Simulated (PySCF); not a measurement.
# Br, Br⁺, Br²⁺: ionisation energies in x2c-QZVPPall plus 1 even-tempered diffuse shell per l, part 3 of 3

Aim: the ionisation energy of bromine from differences of total energies, at each level of theory, and how far each lands from the tabulated value where there is one.

PySCF 2.14.0; x2c-QZVPPall plus 1 even-tempered diffuse shell per l, the spin-free X2C one-electron Hamiltonian (Gaussian nucleus). The scripts are equivalent inputs of a driver's runs. The steps go on from the part before.

### Step 6. Br²⁺, method by method

**UHF**

input.py reads:

```python
from pyscf import gto, scf, dft, mp, cc
import basis_set_exchange as bse
mol = gto.M(atom="Br 0 0 0", charge=2, spin=3, symmetry="D2h",
            basis=gto.basis.parse(bse.get_basis("x2c-QZVPPall", elements=["Br"], fmt="nwchem", header=False, augment_diffuse=1)),
            nucmod="G")
mf = scf.UHF(mol).sfx2c1e()
mf.irrep_nelec = {'Ag': (6, 6), 'B1g': (1, 1), 'B2g': (1, 1), 'B3g': (1, 1), 'B1u': (3, 2), 'B2u': (3, 2), 'B3u': (3, 2)}
mf.kernel()
```

The log of the run:

```text
damping factor = 0
level_shift factor = 0
DIIS = <class 'pyscf.scf.diis.CDIIS'>
diis_start_cycle = 1
diis_space = 10
diis_damp = 0
SCF conv_tol = 1e-09
SCF conv_tol_grad = None
number electrons alpha = 18  beta = 15
cycle= 1 E= -2603.36550219158  delta_E= -6.2e-10  |g|= 2.86e-05  |ddm|= 5.62e-05
converged SCF energy = -2603.36550219158  <S^2> = 3.750786  2S+1 = 4.000393
```

CPU time 2.4 s on a shared host, the integrals not counted.

The occupied shells:

```
shell  electrons  mean orbital energy (eV)  spread (eV)  rms radius (bohr)
 1s α          1                  -13582.0            0             0.0492
 1s β          1                  -13581.5            0             0.0492
 2s α          1                   -1850.0            0              0.205
 2s β          1                   -1849.7            0              0.205
 2p α          3                   -1629.7            0              0.183
 2p β          3                   -1629.1            0              0.183
 3s α          1                   -301.73            0              0.587
 3s β          1                   -300.91            0              0.587
 3p α          3                   -229.73            0              0.607
 3p β          3                   -228.61            0              0.607
 3d α          5                   -109.94            0              0.649
 3d β          5                   -109.37            0              0.649
 4s α          1                   -52.996            0               1.72
 4s β          1                   -43.387            0               1.72
 4p α          3                   -35.211            0               1.98
```

⟨S²⟩ = 3.751, ⟨L²⟩ = 0.00.

Spin-orbit constants on these orbitals (cm⁻¹; bare nucleus, screened nucleus, mean field): 4p 3262, 3076, n/a.

**LDA**

Changes to input.py:

```diff
@@ -5,3 +5,3 @@
             nucmod="G")
-mf = scf.UHF(mol).sfx2c1e()
+mf = dft.UKS(mol, xc="LDA,VWN").sfx2c1e()
 mf.irrep_nelec = {'Ag': (6, 6), 'B1g': (1, 1), 'B2g': (1, 1), 'B3g': (1, 1), 'B1u': (3, 2), 'B2u': (3, 2), 'B3u': (3, 2)}
```

The log of the run:

```text
damping factor = 0
level_shift factor = 0
DIIS = <class 'pyscf.scf.diis.CDIIS'>
diis_start_cycle = 1
diis_space = 10
diis_damp = 0
SCF conv_tol = 1e-09
SCF conv_tol_grad = None
number electrons alpha = 18  beta = 15
XC functionals = LDA,VWN
    P. A. M. Dirac.,  Math. Proc. Cambridge Philos. Soc. 26, 376 (1930)
    F. Bloch.,  Z. Phys. 57, 545 (1929)
    S. H. Vosko, L. Wilk, and M. Nusair.,  Can. J. Phys. 58, 1200 (1980)
cycle= 1 E= -2601.34729906894  delta_E= -0.0359  |g|= 0.134  |ddm|= 0.195
cycle= 2 E= -2601.34716726464  delta_E= 0.000132  |g|= 0.143  |ddm|= 0.0469
cycle= 3 E= -2601.34842557402  delta_E= -0.00126  |g|= 0.00133  |ddm|= 0.0244
cycle= 4 E= -2601.34842587928  delta_E= -3.05e-07  |g|= 0.000234  |ddm|= 0.00167
cycle= 5 E= -2601.34842589506  delta_E= -1.58e-08  |g|= 6.12e-05  |ddm|= 0.000313
cycle= 6 E= -2601.34842589546  delta_E= -3.99e-10  |g|= 7.82e-07  |ddm|= 2.95e-05
converged SCF energy = -2601.34842589546  <S^2> = 3.7503196  2S+1 = 4.0001598
```

It used 2 s of CPU time after the integrals (shared host).

**PBE**

Changes to input.py:

```diff
@@ -5,3 +5,3 @@
             nucmod="G")
-mf = dft.UKS(mol, xc="LDA,VWN").sfx2c1e()
+mf = dft.UKS(mol, xc="PBE").sfx2c1e()
 mf.irrep_nelec = {'Ag': (6, 6), 'B1g': (1, 1), 'B2g': (1, 1), 'B3g': (1, 1), 'B1u': (3, 2), 'B2u': (3, 2), 'B3u': (3, 2)}
```

The log of the run:

```text
damping factor = 0
level_shift factor = 0
DIIS = <class 'pyscf.scf.diis.CDIIS'>
diis_start_cycle = 1
diis_space = 10
diis_damp = 0
SCF conv_tol = 1e-09
SCF conv_tol_grad = None
number electrons alpha = 18  beta = 15
XC functionals = PBE
    J. P. Perdew, K. Burke, and M. Ernzerhof.,  Phys. Rev. Lett. 77, 3865 (1996)
    J. P. Perdew, K. Burke, and M. Ernzerhof.,  Phys. Rev. Lett. 78, 1396 (1997)
    J. P. Perdew, K. Burke, and M. Ernzerhof.,  Phys. Rev. Lett. 77, 3865 (1996)
    J. P. Perdew, K. Burke, and M. Ernzerhof.,  Phys. Rev. Lett. 78, 1396 (1997)
cycle= 1 E= -2604.73885970506  delta_E= -0.0231  |g|= 0.0903  |ddm|= 0.172
cycle= 2 E= -2604.73881134972  delta_E= 4.84e-05  |g|= 0.102  |ddm|= 0.0386
cycle= 3 E= -2604.73946719286  delta_E= -0.000656  |g|= 0.00303  |ddm|= 0.0173
cycle= 4 E= -2604.7394678259  delta_E= -6.33e-07  |g|= 9.54e-05  |ddm|= 0.000592
cycle= 5 E= -2604.73946782686  delta_E= -9.58e-10  |g|= 1.52e-05  |ddm|= 6.19e-05
converged SCF energy = -2604.73946782686  <S^2> = 3.7504082  2S+1 = 4.0002041
```

It used 2.5 s of CPU time after the integrals (shared host).

**PBE0**

Changes to input.py:

```diff
@@ -5,3 +5,3 @@
             nucmod="G")
-mf = dft.UKS(mol, xc="PBE").sfx2c1e()
+mf = dft.UKS(mol, xc="PBE0").sfx2c1e()
 mf.irrep_nelec = {'Ag': (6, 6), 'B1g': (1, 1), 'B2g': (1, 1), 'B3g': (1, 1), 'B1u': (3, 2), 'B2u': (3, 2), 'B3u': (3, 2)}
```

The log of the run:

```text
damping factor = 0
level_shift factor = 0
DIIS = <class 'pyscf.scf.diis.CDIIS'>
diis_start_cycle = 1
diis_space = 10
diis_damp = 0
SCF conv_tol = 1e-09
SCF conv_tol_grad = None
number electrons alpha = 18  beta = 15
XC functionals = PBE0
    C. Adamo and V. Barone.,  J. Chem. Phys. 110, 6158 (1999)
    M. Ernzerhof and G. E. Scuseria.,  J. Chem. Phys. 110, 5029 (1999)
cycle= 1 E= -2604.79258458423  delta_E= -0.0127  |g|= 0.0494  |ddm|= 0.128
cycle= 2 E= -2604.79261752362  delta_E= -3.29e-05  |g|= 0.0465  |ddm|= 0.0227
cycle= 3 E= -2604.79275151434  delta_E= -0.000134  |g|= 0.000618  |ddm|= 0.0078
cycle= 4 E= -2604.79275153469  delta_E= -2.03e-08  |g|= 0.000167  |ddm|= 0.000312
cycle= 5 E= -2604.79275153685  delta_E= -2.16e-09  |g|= 2.99e-06  |ddm|= 7.57e-05
cycle= 6 E= -2604.79275153685  delta_E= -1.36e-12  |g|= 8.24e-07  |ddm|= 4.42e-06
converged SCF energy = -2604.79275153685  <S^2> = 3.7504341  2S+1 = 4.000217
```

It used 4.3 s of CPU time after the integrals (shared host).

**r2SCAN**

Changes to input.py:

```diff
@@ -5,3 +5,3 @@
             nucmod="G")
-mf = dft.UKS(mol, xc="PBE0").sfx2c1e()
+mf = dft.UKS(mol, xc="R2SCAN").sfx2c1e()
 mf.irrep_nelec = {'Ag': (6, 6), 'B1g': (1, 1), 'B2g': (1, 1), 'B3g': (1, 1), 'B1u': (3, 2), 'B2u': (3, 2), 'B3u': (3, 2)}
```

The log of the run:

```text
damping factor = 0
level_shift factor = 0
DIIS = <class 'pyscf.scf.diis.CDIIS'>
diis_start_cycle = 1
diis_space = 10
diis_damp = 0
SCF conv_tol = 1e-09
SCF conv_tol_grad = None
number electrons alpha = 18  beta = 15
XC functionals = R2SCAN
    J. W. Furness, A. D. Kaplan, J. Ning, J. P. Perdew, and J. Sun.,  J. Phys. Chem. Lett. 11, 8208-8215 (2020)
    J. W. Furness, A. D. Kaplan, J. Ning, J. P. Perdew, and J. Sun.,  J. Phys. Chem. Lett. 11, 9248-9248 (2020)
    J. W. Furness, A. D. Kaplan, J. Ning, J. P. Perdew, and J. Sun.,  J. Phys. Chem. Lett. 11, 8208-8215 (2020)
    J. W. Furness, A. D. Kaplan, J. Ning, J. P. Perdew, and J. Sun.,  J. Phys. Chem. Lett. 11, 9248-9248 (2020)
cycle= 1 E= -2605.06011423044  delta_E= -0.0132  |g|= 0.0679  |ddm|= 0.122
cycle= 2 E= -2605.06012443266  delta_E= -1.02e-05  |g|= 0.0694  |ddm|= 0.0281
cycle= 3 E= -2605.06042996594  delta_E= -0.000306  |g|= 0.000916  |ddm|= 0.0121
cycle= 4 E= -2605.06043008421  delta_E= -1.18e-07  |g|= 0.000168  |ddm|= 0.00106
cycle= 5 E= -2605.06043009071  delta_E= -6.5e-09  |g|= 1.62e-05  |ddm|= 0.000287
cycle= 6 E= -2605.06043009086  delta_E= -1.53e-10  |g|= 2.03e-06  |ddm|= 6.05e-05
converged SCF energy = -2605.06043009086  <S^2> = 3.7505096  2S+1 = 4.0002548
```

CPU time 7.3 s on a shared host, the integrals not counted.

**B2PLYP**

Changes to input.py:

```diff
@@ -5,3 +5,3 @@
             nucmod="G")
-mf = dft.UKS(mol, xc="R2SCAN").sfx2c1e()
+mf = dft.UKS(mol, xc="0.53*HF + 0.47*B88, 0.73*LYP").sfx2c1e()
 mf.irrep_nelec = {'Ag': (6, 6), 'B1g': (1, 1), 'B2g': (1, 1), 'B3g': (1, 1), 'B1u': (3, 2), 'B2u': (3, 2), 'B3u': (3, 2)}
```

The log of the run:

```text
damping factor = 0
level_shift factor = 0
DIIS = <class 'pyscf.scf.diis.CDIIS'>
diis_start_cycle = 1
diis_space = 10
diis_damp = 0
SCF conv_tol = 1e-09
SCF conv_tol_grad = None
number electrons alpha = 18  beta = 15
XC functionals = 0.53*HF + 0.47*B88, 0.73*LYP
    A. D. Becke.,  Phys. Rev. A 38, 3098 (1988)
    C. Lee, W. Yang, and R. G. Parr.,  Phys. Rev. B 37, 785 (1988)
    B. Miehlich, A. Savin, H. Stoll, and H. Preuss.,  Chem. Phys. Lett. 157, 200 (1989)
cycle= 1 E= -2604.62767742251  delta_E= -0.00621  |g|= 0.0276  |ddm|= 0.0829
cycle= 2 E= -2604.62770870172  delta_E= -3.13e-05  |g|= 0.0191  |ddm|= 0.0153
cycle= 3 E= -2604.6277312105  delta_E= -2.25e-05  |g|= 0.00201  |ddm|= 0.00329
cycle= 4 E= -2604.62773142453  delta_E= -2.14e-07  |g|= 0.000201  |ddm|= 0.000652
cycle= 5 E= -2604.62773142782  delta_E= -3.29e-09  |g|= 8.84e-06  |ddm|= 0.000113
cycle= 6 E= -2604.62773142784  delta_E= -1.5e-11  |g|= 6.19e-07  |ddm|= 1.06e-05
converged SCF energy = -2604.62773142784  <S^2> = 3.7505019  2S+1 = 4.0002509
```

CPU time 6 s on a shared host, the integrals not counted.

Script and log cover the SCF part. The PT2 part, added by the driver, -0.10089 hartree before scaling by 0.27, brings the total to -2604.654971 hartree.

**CAM-B3LYP**

Changes to input.py:

```diff
@@ -5,3 +5,3 @@
             nucmod="G")
-mf = dft.UKS(mol, xc="0.53*HF + 0.47*B88, 0.73*LYP").sfx2c1e()
+mf = dft.UKS(mol, xc="CAMB3LYP").sfx2c1e()
 mf.irrep_nelec = {'Ag': (6, 6), 'B1g': (1, 1), 'B2g': (1, 1), 'B3g': (1, 1), 'B1u': (3, 2), 'B2u': (3, 2), 'B3u': (3, 2)}
```

The log of the run:

```text
damping factor = 0
level_shift factor = 0
DIIS = <class 'pyscf.scf.diis.CDIIS'>
diis_start_cycle = 1
diis_space = 10
diis_damp = 0
SCF conv_tol = 1e-09
SCF conv_tol_grad = None
number electrons alpha = 18  beta = 15
XC functionals = CAMB3LYP
    T. Yanai, D. P. Tew, and N. C. Handy.,  Chem. Phys. Lett. 393, 51 (2004)
cycle= 1 E= -2605.23247094361  delta_E= -0.0185  |g|= 0.0542  |ddm|= 0.144
cycle= 2 E= -2605.23253593093  delta_E= -6.5e-05  |g|= 0.0495  |ddm|= 0.0291
cycle= 3 E= -2605.23268748174  delta_E= -0.000152  |g|= 0.00132  |ddm|= 0.00805
cycle= 4 E= -2605.23268757654  delta_E= -9.48e-08  |g|= 0.00031  |ddm|= 0.000674
cycle= 5 E= -2605.23268758504  delta_E= -8.49e-09  |g|= 6.3e-06  |ddm|= 0.000195
cycle= 6 E= -2605.23268758506  delta_E= -2.55e-11  |g|= 4.75e-07  |ddm|= 1.65e-05
converged SCF energy = -2605.23268758506  <S^2> = 3.7503465  2S+1 = 4.0001732
```

CPU time 8.5 s on a shared host, the integrals not counted.

**r2SCANh**

Changes to input.py:

```diff
@@ -5,3 +5,3 @@
             nucmod="G")
-mf = dft.UKS(mol, xc="CAMB3LYP").sfx2c1e()
+mf = dft.UKS(mol, xc="HYB_MGGA_XC_R2SCANH").sfx2c1e()
 mf.irrep_nelec = {'Ag': (6, 6), 'B1g': (1, 1), 'B2g': (1, 1), 'B3g': (1, 1), 'B1u': (3, 2), 'B2u': (3, 2), 'B3u': (3, 2)}
```

The log of the run:

```text
damping factor = 0
level_shift factor = 0
DIIS = <class 'pyscf.scf.diis.CDIIS'>
diis_start_cycle = 1
diis_space = 10
diis_damp = 0
SCF conv_tol = 1e-09
SCF conv_tol_grad = None
number electrons alpha = 18  beta = 15
XC functionals = HYB_MGGA_XC_R2SCANH
    M. Bursch, H. Neugebauer, S. Ehlert, and S. Grimme.,  J. Chem. Phys. 156, 134105 (2022)
cycle= 1 E= -2605.05196638342  delta_E= -0.011  |g|= 0.0549  |ddm|= 0.112
cycle= 2 E= -2605.05199498592  delta_E= -2.86e-05  |g|= 0.0524  |ddm|= 0.0236
cycle= 3 E= -2605.05216744091  delta_E= -0.000172  |g|= 0.000678  |ddm|= 0.00918
cycle= 4 E= -2605.05216751442  delta_E= -7.35e-08  |g|= 0.000191  |ddm|= 0.000967
cycle= 5 E= -2605.0521675205  delta_E= -6.09e-09  |g|= 1.77e-05  |ddm|= 0.000239
cycle= 6 E= -2605.05216752065  delta_E= -1.46e-10  |g|= 1.4e-06  |ddm|= 5.28e-05
converged SCF energy = -2605.05216752065  <S^2> = 3.7505027  2S+1 = 4.0002513
```

CPU time 8.6 s on a shared host, the integrals not counted.

**MP2 (valence)**

Changes to input.py:

```diff
@@ -5,4 +5,5 @@
             nucmod="G")
-mf = dft.UKS(mol, xc="HYB_MGGA_XC_R2SCANH").sfx2c1e()
+mf = scf.UHF(mol).sfx2c1e()
 mf.irrep_nelec = {'Ag': (6, 6), 'B1g': (1, 1), 'B2g': (1, 1), 'B3g': (1, 1), 'B1u': (3, 2), 'B2u': (3, 2), 'B3u': (3, 2)}
 mf.kernel()
+mp.UMP2(mf, frozen=14).kernel()
```

This step left no log, only its results.

It used 1.6 s of CPU time after the integrals (shared host).

With 5 electrons correlated, the MP2 correlation energy is -0.08520 hartree (-0.02164 same spin, -0.06356 opposite spin); the SCS form gives -0.08348. Largest pairs of shells: 4s-4p -0.0573, 4p-4p -0.0181, 4s-4s -0.0098.

### Step 7. Br²⁺, continued

**MP2 (valence and next inner shell)**

input.py, as its differences from that of step 6:

```diff
@@ -8,2 +8,2 @@
 mf.kernel()
-mp.UMP2(mf, frozen=14).kernel()
+mp.UMP2(mf, frozen=5).kernel()
```

No log was kept for this step.

It used 3.2 s of CPU time after the integrals (shared host).

With 23 electrons correlated, the MP2 correlation energy is -0.84442 hartree (-0.29193 same spin, -0.55249 opposite spin); the SCS form gives -0.76030. Largest pairs of shells: 3d-3d -0.3735, 3p-3d -0.1604, 4s-4p -0.0573, 3d-4p -0.0493, 3p-3p -0.0462.

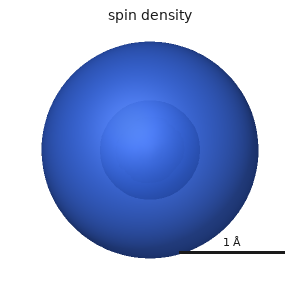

Spin density of Br²⁺ at PBE0: surfaces at ±0.24 e/Å³ (blue: excess of up spin, orange: of down spin); z points up.

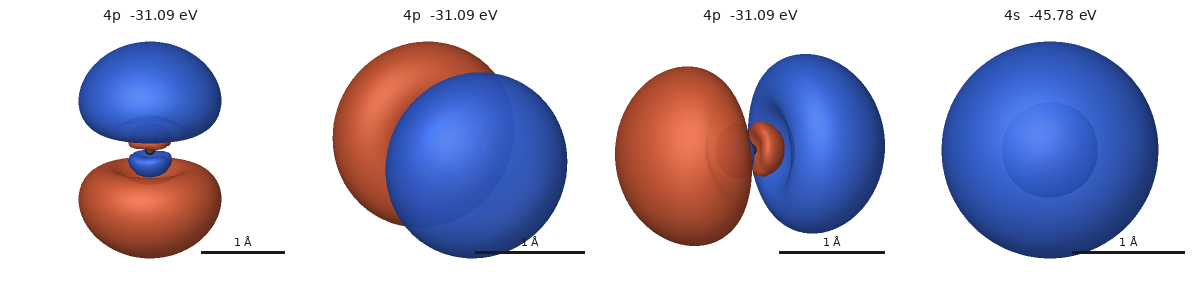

The highest occupied up-spin orbitals of Br²⁺ at PBE0, each at the surface that holds about 70 % of its density; the colours give the sign, and each panel has its own scale.

### Step 8. How the shells move

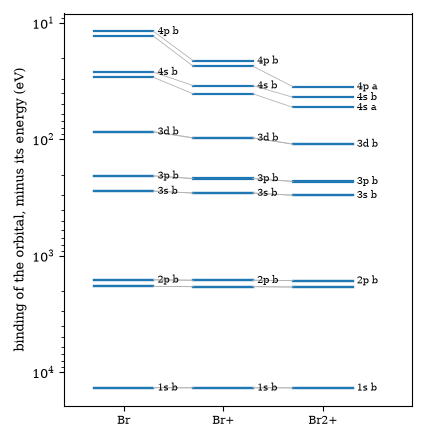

Hartree-Fock orbital energies of the states on a logarithmic scale (a, b: spin up and down; * marks an excited configuration).

### Step 9. The energy differences

Ionisation energy: Br [Ar] 3d10 4s2 4p5 (2P) → Br⁺ [Ar] 3d10 4s2 4p4 (3P).

```
                                method  value (eV)  error (eV)  CPU time, both states (s)
                                   UHF      10.712      -1.132                         10
                                   LDA      12.075      +0.231                        4.6
                                   PBE      11.787      -0.057                        6.7
                                  PBE0      11.792      -0.052                        9.9
                                r2SCAN      11.851      +0.007                         16
                                B2PLYP      11.769      -0.075                         13
                             CAM-B3LYP      11.922      +0.078                         19
                               r2SCANh      11.843      -0.001                         20
                         MP2 (valence)      11.659      -0.185                         13
                     SCS-MP2 (valence)      11.674      -0.170                         13
    MP2 (valence and next inner shell)      11.740      -0.104                         17
SCS-MP2 (valence and next inner shell)      11.728      -0.116                         17
```

Reference: 11.844 eV (measured; NIST levels, between the centres of gravity of the two terms). Errors of the correlated levels include the incompleteness of this basis.

Ionisation energy: Br⁺ [Ar] 3d10 4s2 4p4 (3P) → Br²⁺ [Ar] 3d10 4s2 4p3 (4S).

```
                                method  value (eV)  error (eV)  CPU time, both states (s)
                                   UHF      20.240      -1.168                        6.1
                                   LDA      21.663      +0.255                        4.3
                                   PBE      21.375      -0.033                        5.9
                                  PBE0      21.385      -0.024                        9.3
                                r2SCAN      21.455      +0.047                         16
                                B2PLYP      21.346      -0.062                         13
                             CAM-B3LYP      21.587      +0.179                         18
                               r2SCANh      21.449      +0.040                         18
                         MP2 (valence)      21.051      -0.358                        9.3
                     SCS-MP2 (valence)      21.143      -0.265                        9.3
    MP2 (valence and next inner shell)      21.160      -0.249                         13
SCS-MP2 (valence and next inner shell)      21.215      -0.193                         13
```

Reference: 21.409 eV (measured; NIST levels, between the centres of gravity of the two terms). Errors of the correlated levels include the incompleteness of this basis.

Times are CPU seconds on a shared host without the integrals; correlated rows include their Hartree-Fock run, whose time holds the symmetry-adapted start and any spin-orbit constants, while functionals begin from orbitals already made.

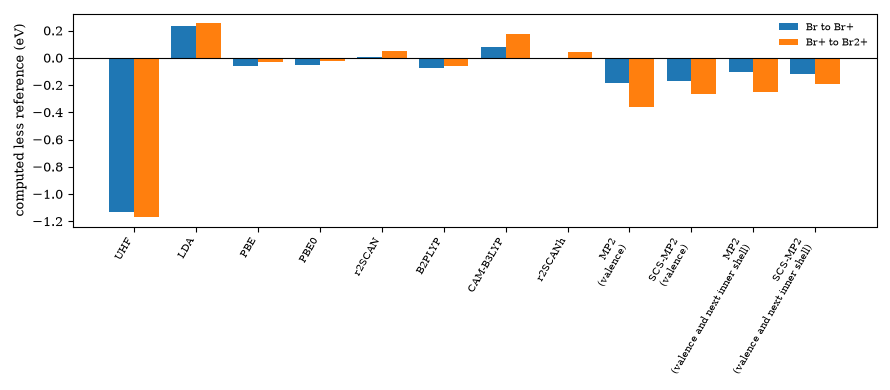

Computed less reference values by method.

### Step 10. What came out

The summary covers parts 1 to 3.

| quantity | value |
| --- | --- |
| ionisation energy, Br | UHF 10.712, MP2 (valence and next inner shell) 11.740 eV; reference 11.844 |
| ionisation energy, Br⁺ | UHF 20.240, MP2 (valence and next inner shell) 21.160 eV; reference 21.409 |

Each level's miss and price (over 2 differences):

```
                                method  mean absolute miss against the measured values (with the measured fine structure taken into account where it is known) (eV)  CPU time, both states (s)
                                   UHF                                                                                                                        1.150                          8
                                   LDA                                                                                                                        0.243                        4.4
                                   PBE                                                                                                                        0.045                        6.3
                                  PBE0                                                                                                                        0.038                        9.6
                                r2SCAN                                                                                                                        0.027                         16
                                B2PLYP                                                                                                                        0.069                         13
                             CAM-B3LYP                                                                                                                        0.128                         18
                               r2SCANh                                                                                                                        0.020                         19
                         MP2 (valence)                                                                                                                        0.271                         11
                     SCS-MP2 (valence)                                                                                                                        0.218                         11
    MP2 (valence and next inner shell)                                                                                                                        0.176                         15
SCS-MP2 (valence and next inner shell)                                                                                                                        0.155                         15
```

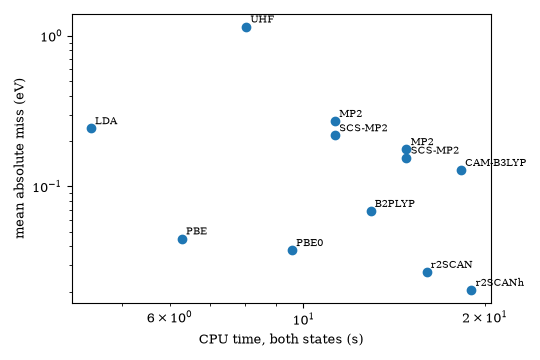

Miss against the measured values (with the measured fine structure taken into account where it is known) and CPU time.

In words: r2SCANh lands nearest to the measured values (mean absolute error over 2 measured values 0.02 eV), level with r2SCAN; UHF misses by most (1.15 eV). Hartree-Fock falls short because the species with more electrons holds more correlation energy, which it lacks. PBE is off by -0.06, -0.03 eV. All values hold for this basis alone; no basis-set limit was taken. The dearest level timed, r2SCANh, costs 4.3 times the cheapest, LDA, and differs from the measured values (with the measured fine structure taken into account where it is known) by 0.02 against 0.24 eV.
